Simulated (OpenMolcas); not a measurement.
# Nb³⁺ among point charges: CASSCF and CASPT2 levels and susceptibility

How does a field of 3 point charges split the states of Nb³⁺, and what χT follows?

Method: state-averaged CASSCF and CASPT2, spin-orbit coupling by RASSI with atomic mean-field integrals. Code: OpenMolcas 26.06.

### Step 1. What is computed

```
Species                           : Nb³⁺ (niobium, Z = 41, 38 electrons)
Basis                             : ANO-RCC-VTZP [7s6p4d2f1g], 68 functions
Scalar Hamiltonian                : DKH2, point nucleus
Inactive shells                   : 1s 2s 2p 3s 3p 3d 4s 4p
Active space                      : 2 electrons in 5 orbitals (4d)
Some configurations of this space : 4d2
Orbitals                          : optimised for each spin and parity, averaged over all roots
```

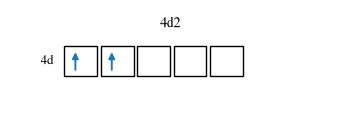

The shells outside the core, filled by Hund's rule for the drawing.

The ion sits among 3 point charges of -1 e arranged as a planar triangle (D3h), 2.23 Å from the ion.

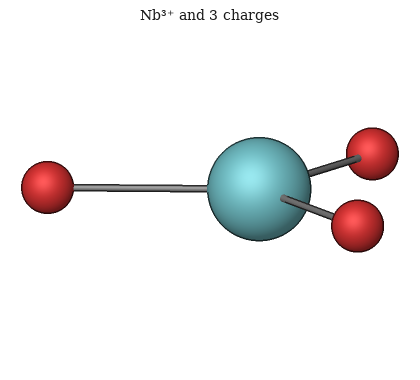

The ion and the point charges (red).

The work runs as a chain of OpenMolcas steps in one folder; each step below is one input file. Labels, J, g values, rates, χT and fits are worked out afterwards by a script from the matrices that RASSI stores.

### Step 2. One- and two-electron integrals

Input file a.inp:

```
&GATEWAY
Coord
1

Nb 0.0 0.0 0.0
Basis=ANO-RCC-VTZP
Group=NoSym
NoMove
AngMom=0.0 0.0 0.0
AMFI
XField
3 Angstrom 0
2.230000 0.000000 0.000000 -1.000000
-1.115000 1.931237 0.000000 -1.000000
-1.115000 -1.931237 0.000000 -1.000000
&SEWARD
```

On the command line:

```sh
$ OMP_NUM_THREADS=1 MOLCAS_MEM=1689 MOLCAS_PROJECT=a pymolcas a.inp > a.log
```

What it wrote:

```text
Basis set label: NB.ANO-RCC...7S6P4D2F1G.

      Electronic valence basis set:
      ------------------
      Associated Effective Charge  41.000000 au
      Associated Actual Charge     41.000000 au
      Nuclear Model: Point charge

      Shell  nPrim  nBasis  Cartesian Spherical Contaminant
         s      21       7        X
         p      18       6        X
         d      13       4                 X
         f       6       2                 X
         g       4       1                 X
                  Relativistic Douglas-Kroll-Hess integrals:
                    - DKH order of Hamiltonian: 2
                    - DKH order of Properties : 0
                  Atomic mean-field integrals
```

### Step 3. CASSCF: triplets, 10 roots

Input file a.inp:

```
&RASSCF
FileOrb=start.orb
Symmetry=1
Spin=3
nActEl=2 0 0
Inactive=18
Ras2=5
CIRoot=10 10 1
SDav=10
CIMx=300
Iter=120 100
PrWF=0.3
OrbListing=Nothing
MaxOrb=0
>>> COPY $Project.JobIph JOB001
```

start.orb holds the contracted functions of the basis, ordered by shell, or the orbitals of the step before.

What it wrote, shortened:

```text
[...]
      Number of active orbitals                  5
[...]
      Spin quantum number                      1.0
[...]
      Active orbitals                            5
[...]
      Number of CSFs                            10
      Number of root(s) required                10
[...]
      Convergence after 10 iterations
[...]
      Natural orbitals and occupation numbers for root  1
      sym 1:   0.044136   0.955864  -0.000000   0.955864   0.044136
      Natural orbitals and occupation numbers for root  2
      sym 1:   0.130666   0.130666   0.869334   0.869334  -0.000000
      Natural orbitals and occupation numbers for root  3
      sym 1:   0.130666   0.869334   0.869334   0.130666  -0.000000
::    RASSCF root number  1 Total energy:  -3817.36346889
::    RASSCF root number  2 Total energy:  -3817.36014132
::    RASSCF root number  3 Total energy:  -3817.36014132
[...]
::    RASSCF root number  7 Total energy:  -3817.33913370
::    RASSCF root number  8 Total energy:  -3817.30361964
::    RASSCF root number  9 Total energy:  -3817.30361963
::    RASSCF root number 10 Total energy:  -3817.26225289
```

### Step 4. Reference wave functions, singlets, 15 roots

Input file a.inp:

```
&RASSCF
FileOrb=start.orb
Symmetry=1
Spin=1
nActEl=2 0 0
Inactive=18
Ras2=5
CIRoot=15 15 1
SDav=15
CIMx=300
Iter=120 100
PrWF=0.3
OrbListing=Nothing
MaxOrb=0
>>> COPY $Project.JobIph JOB002
```

What it wrote, shortened:

```text
[...]
      Number of active orbitals                  5
[...]
      Spin quantum number                      0.0
[...]
      Active orbitals                            5
[...]
      Number of CSFs                            15
      Number of root(s) required                15
[...]
      Convergence after  8 iterations
[...]
      Natural orbitals and occupation numbers for root  1
      sym 1:   0.736235   0.263764   0.263767   0.736235   0.000000
      Natural orbitals and occupation numbers for root  2
      sym 1:   0.736235   0.000003   0.264651   0.736235   0.262877
      Natural orbitals and occupation numbers for root  3
      sym 1:   0.019077   0.133464   1.694919   0.133464   0.019077
::    RASSCF root number  1 Total energy:  -3817.32005438
::    RASSCF root number  2 Total energy:  -3817.32005438
::    RASSCF root number  3 Total energy:  -3817.31137875
[...]
::    RASSCF root number 12 Total energy:  -3817.27016503
::    RASSCF root number 13 Total energy:  -3817.23911474
::    RASSCF root number 14 Total energy:  -3817.23911474
::    RASSCF root number 15 Total energy:  -3817.16915289
```

### Step 5. RASSI: spin-orbit coupling between the states

Input file a.inp:

```
&RASSI
NrOfJobIphs=2 10 15
1 2 3 4 5 6 7 8 9 10
1 2 3 4 5 6 7 8 9 10 11 12 13 14 15
IphNames
JOB001
JOB002
EJob
SpinOrbit
DIPRint=1.0
SOCoupling=1000.0
Subsets=2
Property=9
'ANGMOM' 1 'ANGMOM' 2 'ANGMOM' 3 'MLTPL  1' 1 'MLTPL  1' 2 'MLTPL  1' 3
'AMFI' 1 'AMFI' 2 'AMFI' 3
SOProperty=3
'ANGMOM' 1 'ANGMOM' 2 'ANGMOM' 3
```

What it wrote, shortened:

```text
SPIN-FREE ENERGIES:
  (Shifted by EMIN (a.u.) =      -3817.3634688853)
 SF State       Relative EMIN(au)   Rel lowest level(eV)    D:o, cm**(-1)      L_eff
     1             0.0000000000        0.0000000000              0.0000         2.9
     2             0.0033275646        0.0905476449            730.3160         2.8
     3             0.0033275653        0.0905476640            730.3162         2.8
     4             0.0183969803        0.5006073359           4037.6705         3.0
     5             0.0183969848        0.5006074583           4037.6714         3.0
     6             0.0242425964        0.6596746535           5320.6349         3.0
     7             0.0243351836        0.6621940794           5340.9554         3.0
    11             0.0434145042        1.1813688429           9528.3823         2.2
    12             0.0434145054        1.1813688742           9528.3826         2.2
    13             0.0520901324        1.4174447114          11432.4626         3.6
[...]
Eigenvalues of complex Hamiltonian:
   -----------------------------------
  (Shifted by EMIN (a.u.) =      -3817.3634688853)
 SO State       Relative EMIN(au)   Rel lowest level(eV)    D:o, cm**(-1)     J-value
     1            -0.0041065597        0.0000000000              0.0000         2.0
     2            -0.0023482427        0.0478462425            385.9060         2.3
     3            -0.0023482425        0.0478462496            385.9060         2.3
     4             0.0018686267        0.1625931050           1311.4018         2.8
     5             0.0038680971        0.2170014660           1750.2349         2.5
     6             0.0038680975        0.2170014778           1750.2350         2.5
     7             0.0046672374        0.2387471825           1925.6259         3.3
     8             0.0046672378        0.2387471931           1925.6260         3.3
     9             0.0054537187        0.2601484272           2098.2386         3.8
    10             0.0159087285        0.5446437391           4392.8480         2.8
    11             0.0159087285        0.5446437379           4392.8480         2.8
[...]
```

These steps: 7.5 s of run time, 1 thread of Arm Neoverse V1, shared host.

States without spin-orbit coupling:

```tsv
state	degeneracy	E (cm-1)	free-ion L (%)
3A2	1	0	F (94)
3E	2	730	F (88)
3E	2	4038	F (100)
3A1	1	5321	F (100)
3A2	1	5341	F (100)
1E	2	9528	D (90)
1A1	1	11432	G (78)
1E	2	11766	G (66)
3E	2	13135	P (88)
1A1	1	15781	D (72)
1E	2	16174	D (66)
1E	2	16566	G (90)
1A1	1	20416	G (100)
1A2	1	20478	G (100)
3A2	1	22214	P (94)
1E	2	27293	G (100)
1A1	1	42647	S (93)
```

With spin-orbit coupling:

```
E (cm-1)  Degeneracy  Label  2S+1               g
     0.0           1     A1     3                
   385.9           2      E     3  0.00 0.00 3.36
    1311           1     A2     3                
    1750           2      E     3  0.00 0.00 5.88
    1926           2      E     3  0.00 0.00 2.51
    2098           1     A1     3                
    4393           2      E     3  0.00 0.00 0.11
    4548           2      E     3  0.00 0.00 3.19
    5282           1     A2     3                
    5286           1     A1     3                
    5648           2      E     3  0.00 0.00 2.92
    6506           1     A2     3                
    6522           1     A1     3                
    7179           2      E     3  0.00 0.00 9.98
   10487           2      E     1  0.00 0.00 4.02
   12384           1     A1     1                
   12657           2      E     1  0.00 0.00 1.99
   13557           1     A1     3                
   13704           1     A2     3                
   13941           2      E     3  0.00 0.00 1.99
   14441           2      E     3  0.00 0.00 5.90
   16753           1     A1     1                
   17230           2      E     1  0.00 0.00 2.00
   17549           2      E     1  0.00 0.00 4.02
```

Labels of spin-orbit levels are those of the rotation subgroup (D3 for D3h). Principal g values are given for doublets only; a zero marks a field direction without first-order Zeeman splitting.

Powder χT (cm³ K/mol): 0.00 at 2 K, 0.00 at 5 K, 0.00 at 10 K, 0.01 at 20 K, 0.02 at 50 K, 0.04 at 100 K, 0.08 at 150 K, 0.13 at 200 K, 0.18 at 250 K, 0.24 at 300 K.

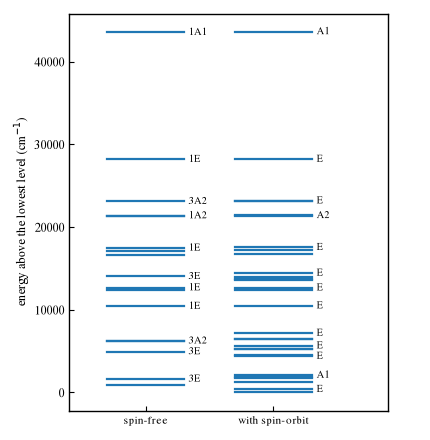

The states in the field without (left) and with (right) spin-orbit coupling.

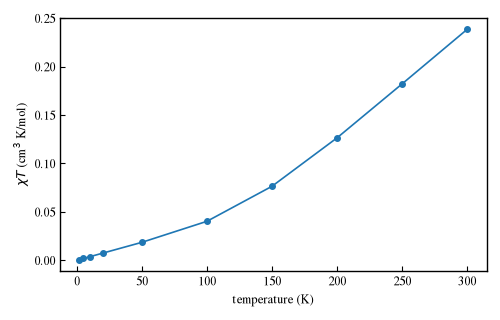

χT against temperature.

### Step 6. CASPT2: IPEA 0.25, imaginary shift 0.1 (closed shells correlated: 4s 4p)

Input file a.inp:

```
>>> COPY JOB001 $Project.JobIph
&CASPT2
Multistate=10 1 2 3 4 5 6 7 8 9 10
NoMult
Frozen=14
IPEA=0.25
Imaginary=0.1
MaxIter=60
WThr=0.0 0.3 0.05
PrWF=0.5
NoMix
>>> COPY JOB002 $Project.JobIph
&CASPT2
Multistate=15 1 2 3 4 5 6 7 8 9 10 11 12 13 14 15
NoMult
Frozen=14
IPEA=0.25
Imaginary=0.1
MaxIter=60
WThr=0.0 0.3 0.05
PrWF=0.5
NoMix
```

What it wrote, shortened:

```text
[...]
      Active orbitals                            5
[...]
      E2 (Variational):          -0.2515361470
      Total energy:           -3817.6150050323
[...]
::    CASPT2 Root  1     Total energy:  -3817.61500503
::    CASPT2 Root  2     Total energy:  -3817.61380464
[...]
::    CASPT2 Root 12     Total energy:  -3817.53482307
::    CASPT2 Root 13     Total energy:  -3817.50205326
::    CASPT2 Root 14     Total energy:  -3817.50200961
::    CASPT2 Root 15     Total energy:  -3817.45469855
```

This run: 6.8 s of run time, 1 thread of Arm Neoverse V1, shared host.

SS-CASPT2: lowest energy less the reference's lowest, -0.2515 hartree; reference weights 0.933 to 0.952.

Spin-free states, with their symmetry labels:

```tsv
state	degeneracy	E (cm-1)	free-ion L (%)
3A2	1	0	F (94)
3E	2	263	F (88)
3E	2	4075	F (100)
3A1	1	4921	F (100)
3A2	1	4930	F (100)
1E	2	6882	D (90)
1E	2	9171	G (66)
1A1	1	9716	G (78)
3E	2	10866	P (88)
1A1	1	12234	D (72)
1E	2	12839	D (66)
1E	2	13836	G (90)
1A1	1	17555	G (100)
1A2	1	17598	G (100)
3A2	1	20305	P (94)
1E	2	24795	G (100)
1A1	1	35183	S (93)
```

With spin-orbit coupling:

```
E (cm-1)  Degeneracy  Label  2S+1               g
       0           1     A1     3                
     440           2      E     3  0.00 0.00 3.07
    1080           1     A2     3                
    1520           2      E     3  0.00 0.00 5.89
    1880           2      E     3  0.00 0.00 2.83
    2080           1     A1     3                
    4500           2      E     3  0.00 0.00 2.80
    4610           2      E     3  0.00 0.00 0.09
    5410           1     A2     3                
    5420           1     A1     3                
    5690           2      E     3  0.00 0.00 3.37
    6470           1     A2     3                
    6480           1     A1     3                
    7000           2      E     3  0.00 0.00 9.98
    8180           2      E     1  0.00 0.00 3.93
   10340           2      E     1  0.00 0.00 1.98
   10910           1     A1     1                
   11460           1     A1     3                
   11670           1     A2     3                
   11820           2      E     3  0.00 0.00 1.99
   12390           2      E     3  0.00 0.00 5.89
   13520           1     A1     1                
   14220           2      E     1  0.00 0.00 1.99
   15070           2      E     1  0.00 0.00 4.03
```

Powder χT (cm³ K/mol): 0.00 at 2 K, 0.00 at 5 K, 0.00 at 10 K, 0.01 at 20 K, 0.02 at 50 K, 0.04 at 100 K, 0.07 at 150 K, 0.11 at 200 K, 0.16 at 250 K, 0.21 at 300 K.

### Step 7. The methods side by side

A. CASSCF
B. SS-CASPT2, IPEA 0.25, imaginary shift 0.1 (closed shells correlated: 4s 4p)

```tsv
method	ground state	first state of that spin (cm-1)	first gap with spin-orbit (cm-1)	χT at 300 K
A	3A2	3E 730.3	385.9	0.24
B	3A2	3E 263.5	440.2	0.21
```

### Step 8. What came out

| quantity | value |
| --- | --- |
| method | SS-CASPT2, IPEA 0.25, imaginary shift 0.1 (closed shells correlated: 4s 4p) |
| spin-free ground state | 3A2, 1-fold in its orbital part |
| first state of the same spin within the active space | 3E at 263 cm⁻¹ |
| lowest level | 1-fold A1 |
| next level | 440.2 cm⁻¹ |
| χT at 300 K | 0.21 cm³ K/mol |
| effective moment at 300 K | 1.29 μB |

Cost by method:

```tsv
method	time of its own steps	time with the reference
A. CASSCF	7.5 s	7.5 s
B. SS-CASPT2, IPEA 0.25, imaginary shift 0.1, +4s 4p	6.8 s	14 s
```

Times are of one thread on a shared host.

The spin-free ground state (3A2) comes to 94 % from free-ion F terms and keeps the highest spin of the shell. χT at 300 K is 0.21, against 1.00 cm³ K/mol for the spin alone, so spin-orbit coupling lowers it. CASPT2 does not keep the components of a term degenerate, and the means are used. The field of point charges can differ much from that of real complexes. Point charges carry no covalency, so the field is a model and not that of real ligands.
